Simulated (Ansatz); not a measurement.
**BCl (SMILES [B]Cl) at 6 levels**

Wanted: a comparison of 6 runs (BLYP/STO-3G, CAM-B3LYP/STO-3G, UB3LYP/STO-3G, r2SCAN/STO-3G, RPA@PBE/STO-3G, CCSDT(Q)/STO-3G) of BCl. 

The results are computed with Ansatz 0.2.0.

40 further runs of the same task are left out: 1 that didn't finish, 39 set aside as unsound or not needed.

## (1) The system as given

BCl: 2 atoms, total charge 0, spin state singlet. As SMILES, `[B]Cl`. The Cl2–B1 distance was set to 2.147 Å, away from the relaxed value.

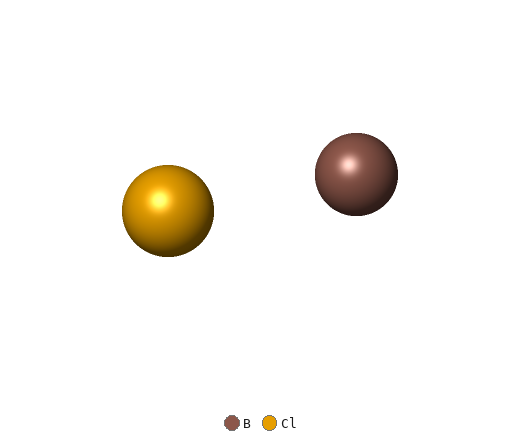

Viewed from a chosen angle; boron brown, chlorine amber.

## (2) A single-point energy at BLYP/STO-3G (run 1)

Input file input.yaml:

```yaml
crystal:
  periodic: [false, false, false]
  atoms:
    - {symbol: B, position_ang: [-0.000000, -0.000000, -0.499110]}
    - {symbol: Cl, position_ang: [0.000000, 0.000000, 1.648190]}
basis:
  gaussian:
    orbitals: STO-3G
hamiltonian:
  xc: {name: BLYP}
accuracy: high
```

Launch:

```sh
$ ansatz run input.yaml --threads 1 --pin off --max-ram 3480MiB --events-out events.jsonl --progress --plain --runs-dir runs
```

Log:

```text
Warning: RAYON_NUM_THREADS=1 ignored (pool sized by the plan → 1); use --threads N
Functional definition: BLYP
  name "BLYP"
  parameter beta = 0.0042
  parameter a = 0.04918
  parameter b = 0.132
  parameter c = 0.2533
  parameter d = 0.349
  exchange = b88_x(beta = beta)
  correlation = lyp_c(a = a, b = b, c = c, d = d)
221 factors; integrals over basis functions are off by at most 3.2e-8 eV
mean field evaluation 1: about -13047.1012 eV, gradient 1.4e1 eV
mean field evaluation 2: about -12933.0511 eV, gradient 1.7e2 eV
mean field evaluation 4: about -13048.7382 eV, gradient 2.6e0 eV
mean field evaluation 8: about -13048.7553 eV, gradient 9.8e-2 eV
mean field evaluation 16: about -13048.7554 eV, gradient 7.9e-8 eV
mean field -13048.75538119 eV, -479.5329154947 hartree, gradient 7.9e-8 eV, S^2 0.000000; 0 other end points of the search recorded, 0 dependent functions left out
reference -13048.75541233 eV, -479.5329166391 hartree; 11, 11 occupied and 3, 3 virtual orbitals, 221 factors
Total energy: -13048.75541233 eV, -479.5329166391 hartree
```

Wall time 0.36 s (1 thread of Intel Xeon Platinum 8488C (Sapphire Rapids), shared host).

## (3) A single-point energy at CAM-B3LYP/STO-3G (run 2)

Input file in.yaml:

```yaml
crystal:
  periodic: [false, false, false]
  atoms:
    - {symbol: B, position_ang: [-0.000000, -0.000000, -0.499110]}
    - {symbol: Cl, position_ang: [0.000000, 0.000000, 1.648190]}
basis:
  gaussian: {orbitals: STO-3G}
hamiltonian: {xc: {name: CAM-B3LYP}}
accuracy: high
```

Launch:

```sh
$ ansatz run in.yaml --threads 1 --pin off --max-ram 3480MiB --events-out events.jsonl --progress --plain --runs-dir runs
```

Log:

```text
Warning: RAYON_NUM_THREADS=1 ignored (pool sized by the plan → 1); use --threads N
Functional definition: CAM-B3LYP
  name "CAM-B3LYP"
  parameter alpha = 0.19
  parameter beta = 0.46
  parameter omega = 0.33/bohr
  parameter ac = 0.81
  exchange = (1 - alpha - beta)*b88_x + beta*b88_x_sr(omega) + alpha*exact_x + beta*exact_x_lr(omega)
  correlation = (1 - ac)*vwn5_c + ac*lyp_c
221 factors; integrals over basis functions are off by at most 3.2e-8 eV
105 factors; integrals over basis functions are off by at most 1.2e-9 eV
mean field evaluation 1: about -13047.1186 eV, gradient 1.5e1 eV
mean field evaluation 2: about -13044.2621 eV, gradient 3.6e1 eV
mean field evaluation 4: about -13049.1935 eV, gradient 2.8e-1 eV
mean field evaluation 8: about -13049.1845 eV, gradient 1.1e-3 eV
mean field evaluation 16: about -13049.1845 eV, gradient 3.9e-8 eV
mean field -13049.18447550 eV, -479.5486844197 hartree, gradient 3.9e-8 eV, S^2 0.000000; 0 other end points of the search recorded, 0 dependent functions left out
reference -13049.18448645 eV, -479.5486848220 hartree; 11, 11 occupied and 3, 3 virtual orbitals, 221 factors
Total energy: -13049.18448645 eV, -479.5486848220 hartree
```

Wall time 0.4 s (1 thread of Intel Xeon Platinum 8488C (Sapphire Rapids), shared host).

Run 3 isn't shown in full; the table further down has it.

## (4) The energy at r2SCAN/STO-3G (run 4)

Changes to input.yaml since step 2:

```diff
@@ -9,3 +9,3 @@
 hamiltonian:
-  xc: {name: BLYP}
+  xc: r2scan
 accuracy: high
```

Launch:

```sh
$ ansatz run input.yaml --threads 1 --pin off --max-ram 3480MiB --events-out events.jsonl --progress --plain --runs-dir runs
```

Log:

```text
Warning: RAYON_NUM_THREADS=1 ignored (pool sized by the plan → 1); use --threads N
Functional definition: r2SCAN
  name "r2SCAN"
  parameter k0 = 0.174
  parameter k1 = 0.065
  parameter a1 = 4.9479
  exchange = r2scan_x(k0 = k0, k1 = k1, a1 = a1)
  correlation = r2scan_c
221 factors; integrals over basis functions are off by at most 3.2e-8 eV
mean field evaluation 1: about -13048.0122 eV, gradient 1.4e1 eV
mean field evaluation 2: about -12968.1538 eV, gradient 1.6e2 eV
mean field evaluation 4: about -13049.5777 eV, gradient 1.0e0 eV
mean field evaluation 8: about -13049.5697 eV, gradient 1.0e-2 eV
mean field evaluation 16: about -13049.5697 eV, gradient 6.0e-8 eV
mean field -13049.56969897 eV, -479.5628411211 hartree, gradient 5.9e-8 eV, S^2 0.000000; 0 other end points of the search recorded, 0 dependent functions left out
reference -13049.56969923 eV, -479.5628411305 hartree; 11, 11 occupied and 3, 3 virtual orbitals, 221 factors
Total energy: -13049.56969923 eV, -479.5628411305 hartree
```

Run time: 0.81 s. Hardware: 1 thread of Intel Xeon Platinum 8488C (Sapphire Rapids), shared host; peak memory 0.12 GiB.

Run 5 isn't shown in full; the table further down has it.

## (5) A single-point energy at CCSDT(Q)/STO-3G (run 6)

Input file job.yaml:

```yaml
crystal:
  periodic: [false, false, false]
  atoms:
    - {symbol: B, position_ang: [-0.000000, -0.000000, -0.499110]}
    - {symbol: Cl, position_ang: [0.000000, 0.000000, 1.648190]}
basis:
  gaussian: {orbitals: STO-3G}
correlation: {method: ccsdt_q, frozen_orbitals: {B: 1, Cl: 5}}
accuracy: high
scf: {omitted_lower_state_checks: [cluster_reference, increment]}
```

Launch:

```sh
$ ansatz run job.yaml --threads 1 --pin off --max-ram 3480MiB --events-out events.jsonl --progress --plain --runs-dir runs
```

Log, cut to the lines that bear on the results:

```text
Warning: RAYON_NUM_THREADS=1 ignored (pool sized by the plan → 1); use --threads N
Functional definition: HF
  name "HF"
[...]
221 factors; integrals over basis functions are off by at most 3.2e-8 eV
[...]
mean field -13029.28155369 eV, -478.8172655340 hartree, gradient 2.6e-8 eV, S^2 0.000000; 0 other end points of the search recorded, 0 dependent functions left out; unrestricted orbitals would lower it
6 core orbitals not correlated: weight in the atoms' cores, before any rotation towards them, 1.000 or more for the frozen orbitals, at most 0.000 for the correlated occupied ones
reference -13029.28155369 eV, -478.8172655340 hartree; 5, 5 occupied and 3, 3 virtual orbitals, 221 factors
second order -1.11738296 eV of doubles, -0.00000000 eV of singles
cycle   1  -1.44486517 eV  change   -3.3e-1 eV  update   1.0e-1
[...]
cycle  27  -1.93795486 eV  change  -4.2e-10 eV  update  2.9e-10
perturbative correction -0.01567093 eV, -0.0005758962 hartree
Total energy: -13031.23517949 eV, -478.8890599578 hartree
Checks for a lower state left out: cluster_reference, increment
```

Wall time 0.32 s (1 thread of Intel Xeon Platinum 8488C (Sapphire Rapids), shared host).

## (6) The series

| run | level | frozen core orbitals | energy (Eh) | wall time |
| --- | --- | --- | --- | --- |
| 1 | BLYP/STO-3G | – | -479.532917 | 0.36 s |
| 2 | CAM-B3LYP/STO-3G | – | -479.548685 | 0.4 s |
| 3 | UB3LYP/STO-3G | – | -479.587076 | 0.6 s |
| 4 | r2SCAN/STO-3G | – | -479.562841 | 0.81 s |
| 5 | RPA@PBE/STO-3G | 6 | -478.930851 | 0.5 s |
| 6 | CCSDT(Q)/STO-3G | 6 | -478.889060 | 0.32 s |

## (7) Summary of results

```
                                          quantity          value
                               run 6: total energy  -478.88906 Eh
run 6: correlation energy (6 core orbitals frozen)      -71.8 mEh
                              run 6: T1 diagnostic          0.022
```

What this shows: Totals of different functionals can't be ranked against each other. In run 6 the log says that unrestricted orbitals would lower the reference, so the values rest on an unstable closed-shell determinant (other closed-shell runs at this shape may share the fault). In runs 1, 2, 3, 4, 5, 6 the basis is minimal, so the values are rough. All runs together took 3 s, the longest 0.81 s.
